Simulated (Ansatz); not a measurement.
GaH4OCl: several calculations on one system

### Relaxation

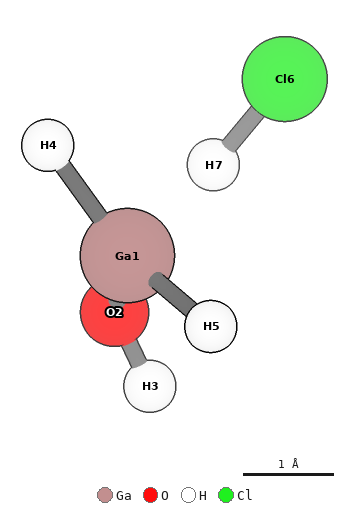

This is the input geometry for a relaxation of GaH4OCl. The picture is a ball-and-stick view, seen from a free direction.

The run prepares an end point of a later path (reaction) calculation, from a guessed geometry.

Theory: RHF/def2-SVP in Ansatz 0.2.0.

Input file:
```yaml
crystal:
  periodic: [false, false, false]
  atoms:
    - { symbol: Ga, position_ang: [-0.086356, -0.240564, -0.008204] }
    - { symbol: O, position_ang: [-0.121111, -0.23149, 1.784155] }
    - { symbol: H, position_ang: [-0.918635, -0.46427, 2.233375] }
    - { symbol: H, position_ang: [1.327778, -0.094954, -0.647252] }
    - { symbol: H, position_ang: [-1.45573, -0.47562, -0.735471] }
    - { symbol: Cl, position_ang: [0.237713, 2.971997, 1.178177] }
    - { symbol: H, position_ang: [0.280542, 1.928201, 1.992119] }
basis:
  gaussian: { orbitals: def2-SVP }
hamiltonian:
  xc: hf
relax:
  f_tol: 0.03
  max_steps: 50
```

Launched with:
```bash
ansatz run input.yaml --threads 1 --pin off --max-ram 2048MiB --backend cpu --events-out ev --progress --plain --runs-dir out
```

Where does the relaxation end?

Answer. Over 22 accepted moves (24 points after the start) the energy falls by 0.071 eV. The largest force component goes from 1.1 to 0.024 eV/Å. The line search rejected the trial steps at points 2, 13 of the run. The forces were under the threshold at step 7, but the run went on from there. The largest move after the best rigid fit is that of H5, 1.44 Å. Largest moves by element: H 1.44 Å, Cl 1.23 Å, O 0.81 Å, Ga 0.31 Å. Near-neighbour distances that change, for instance: Ga1–Cl6 3.440 → 4.446 Å, Cl6–H7 1.324 → 1.288 Å.

Step by step:

```json
{"step": "0", "E − E(0), eV": "0.0000", "largest force component, eV/Å": "1.0601", "note": ""}
{"step": "1", "E − E(0), eV": "-0.0217", "largest force component, eV/Å": "0.6822", "note": ""}
{"step": "2", "E − E(0), eV": "-0.0195", "largest force component, eV/Å": "0.8510", "note": "rejected"}
{"step": "3", "E − E(0), eV": "-0.0284", "largest force component, eV/Å": "0.6098", "note": ""}
{"step": "4", "E − E(0), eV": "-0.0393", "largest force component, eV/Å": "0.1669", "note": ""}
{"step": "5", "E − E(0), eV": "-0.0415", "largest force component, eV/Å": "0.1174", "note": ""}
{"step": "6", "E − E(0), eV": "-0.0417", "largest force component, eV/Å": "0.0888", "note": ""}
{"step": "7", "E − E(0), eV": "-0.0440", "largest force component, eV/Å": "0.0205", "note": ""}
{"step": "8", "E − E(0), eV": "-0.0444", "largest force component, eV/Å": "0.3561", "note": ""}
{"step": "9", "E − E(0), eV": "-0.0473", "largest force component, eV/Å": "0.1248", "note": ""}
{"step": "10", "E − E(0), eV": "-0.0512", "largest force component, eV/Å": "0.0384", "note": ""}
{"step": "11", "E − E(0), eV": "-0.0534", "largest force component, eV/Å": "0.3454", "note": ""}
{"step": "12", "E − E(0), eV": "-0.0567", "largest force component, eV/Å": "0.2476", "note": ""}
{"step": "13", "E − E(0), eV": "-0.0487", "largest force component, eV/Å": "0.3154", "note": "rejected"}
{"step": "14", "E − E(0), eV": "-0.0613", "largest force component, eV/Å": "0.0755", "note": ""}
{"step": "15", "E − E(0), eV": "-0.0630", "largest force component, eV/Å": "0.0374", "note": ""}
{"step": "16", "E − E(0), eV": "-0.0656", "largest force component, eV/Å": "0.1369", "note": ""}
{"step": "17", "E − E(0), eV": "-0.0666", "largest force component, eV/Å": "0.1694", "note": ""}
{"step": "18", "E − E(0), eV": "-0.0679", "largest force component, eV/Å": "0.1538", "note": ""}
{"step": "19", "E − E(0), eV": "-0.0686", "largest force component, eV/Å": "0.0810", "note": ""}
{"step": "20", "E − E(0), eV": "-0.0692", "largest force component, eV/Å": "0.0483", "note": ""}
{"step": "21", "E − E(0), eV": "-0.0701", "largest force component, eV/Å": "0.0586", "note": ""}
{"step": "22", "E − E(0), eV": "-0.0704", "largest force component, eV/Å": "0.0365", "note": ""}
{"step": "23", "E − E(0), eV": "-0.0706", "largest force component, eV/Å": "0.0338", "note": ""}
{"step": "24", "E − E(0), eV": "-0.0707", "largest force component, eV/Å": "0.0239", "note": ""}
```

Final geometry:

```xyz
7

Ga   -0.1740   -0.4826   -0.1791
O    -0.5030    0.3558    1.3711
H    -1.1306   -0.0051    1.9781
H     0.8851    0.2158   -1.0825
H    -0.9742   -1.8018   -0.4508
Cl    0.8746    3.1113    2.2195
H     0.2862    1.9999    1.9406
```

After the run, drawn alike:

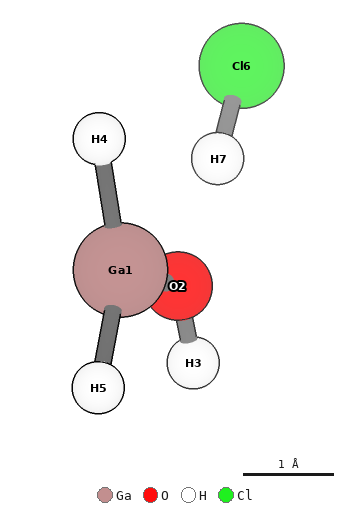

Limits of the set-up: the start holds two separate molecules, 2.2 Å apart at their closest, whose relative position is a soft coordinate and is computed without a dispersion correction; Hartree-Fock leaves out electron correlation.

### Relaxation

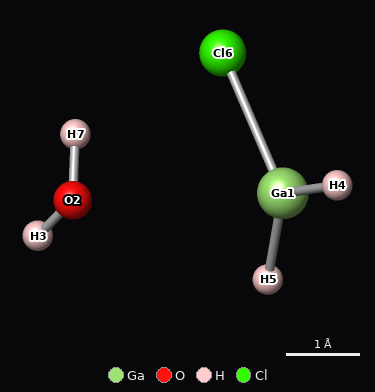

GaH4OCl, before the relaxation. A ball-and-stick model, seen face on.

The run prepares an end point of a later path (reaction) calculation, from a guessed geometry.

Level of theory: RHF/def2-SVP (Ansatz).

Input file:
```yaml
crystal:
  periodic: [false, false, false]
  atoms:
    - { symbol: Ga, position_ang: [0.07565, 0.453174, -0.511234] }
    - { symbol: O, position_ang: [-0.08212, -0.060048, 2.414594] }
    - { symbol: H, position_ang: [-0.985129, -0.186916, 2.670102] }
    - { symbol: H, position_ang: [1.471403, -0.076926, -0.933283] }
    - { symbol: H, position_ang: [-1.357687, -0.120288, -0.690236] }
    - { symbol: Cl, position_ang: [0.095661, 2.48274, 0.407591] }
    - { symbol: H, position_ang: [0.046422, 0.901564, 2.439366] }
basis:
  gaussian: { orbitals: def2-SVP }
hamiltonian:
  xc: hf
relax:
  f_tol: 0.03
  max_steps: 50
```

Run as
```bash
ansatz run input.yaml --threads 1 --pin off --max-ram 2048MiB --backend cpu --events-out ev --progress --plain --runs-dir out
```

### Where does the relaxation end?

O2 moves most after the best rigid fit: 0.45 Å. Largest moves by element: O 0.45 Å, H 0.40 Å, Ga 0.37 Å, Cl 0.22 Å. Among the contacts that change: Ga1–O2 2.975 → 2.171 Å, O2–H7 0.970 → 0.951 Å, Ga1–H5 1.554 → 1.570 Å, Ga1–H4 1.552 → 1.564 Å. New bonds form, among them: Ga1–O2 (2.97 → 2.17 Å). Among the angles between lasting bonds that change: H4–Ga1–H5 132.2° → 126.6°, H3–O2–H7 104.6° → 107.6°. After 6 geometry steps the energy has fallen by 40.1 kJ/mol. Largest force component: 1.2 eV/Å at the start, 0.024 eV/Å at the end. The run took 14 s on 1 thread of Arm Neoverse V2, with other jobs on the host, peak memory 0.16 GiB.

History of the run:

```json
{"step": "0", "E − E(0), kJ/mol": "0.00", "largest force component, eV/Å": "1.2328"}
{"step": "1", "E − E(0), kJ/mol": "-7.95", "largest force component, eV/Å": "1.7336"}
{"step": "2", "E − E(0), kJ/mol": "-27.21", "largest force component, eV/Å": "1.5505"}
{"step": "3", "E − E(0), kJ/mol": "-36.70", "largest force component, eV/Å": "1.2928"}
{"step": "4", "E − E(0), kJ/mol": "-39.79", "largest force component, eV/Å": "0.3441"}
{"step": "5", "E − E(0), kJ/mol": "-40.10", "largest force component, eV/Å": "0.0558"}
{"step": "6", "E − E(0), kJ/mol": "-40.13", "largest force component, eV/Å": "0.0238"}
```

The structure at the end:

```xyz
7

Ga    0.0124    0.4570   -0.1493
O    -0.0565    0.0499    1.9824
H    -0.8310   -0.3636    2.3404
H     1.3828   -0.1756   -0.5580
H    -1.4145   -0.0798   -0.5248
Cl    0.0942    2.6388    0.2548
H     0.0767    0.8666    2.4514
```

After the run, drawn alike:

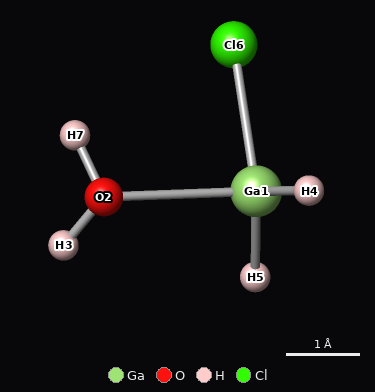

Limits of the set-up: the start holds two separate molecules, 2.6 Å apart at their closest, whose relative position is a soft coordinate and is computed without a dispersion correction; Hartree-Fock leaves out electron correlation.

### Path

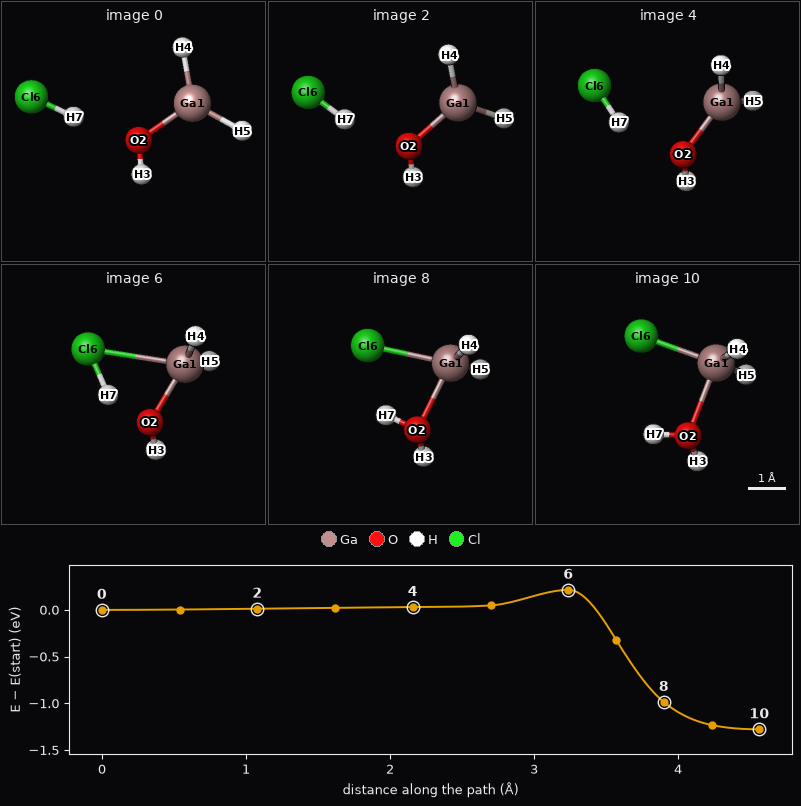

A search for the minimum-energy path of GaH4OCl by the nudged elastic band. Images are numbered from 0 (start) to 10 (end). Style: ball-and-stick. Shown face on.

Computed with RHF/def2-SVP (Ansatz). Run with 9 movable images; climbing image; force threshold 0.05 eV/Å; iteration limit 60; starting path through a guess of the saddle point.

Q: Describe the mechanism and the energy profile.

A: Breaking: Cl6–H7 (1.29 → 1.42 at the top → 2.82 Å). Forming: Ga1–Cl6 (4.45 → 2.72 at the top → 2.22 Å), O2–H7 (1.91 → 1.41 at the top → 0.95 Å). Forward barrier 0.21 eV, backward barrier 1.49 eV, with image 6 at the top; the reaction energy is −1.28 eV. The band is converged. At the top, the vibrational analysis gives one imaginary mode (841i cm⁻¹), as a transition state must have.

Limits of the set-up: Hartree-Fock leaves out electron correlation.

The run took 4.6 min on 1 thread of Arm Neoverse V2 (shared host), peak memory 0.16 GiB.
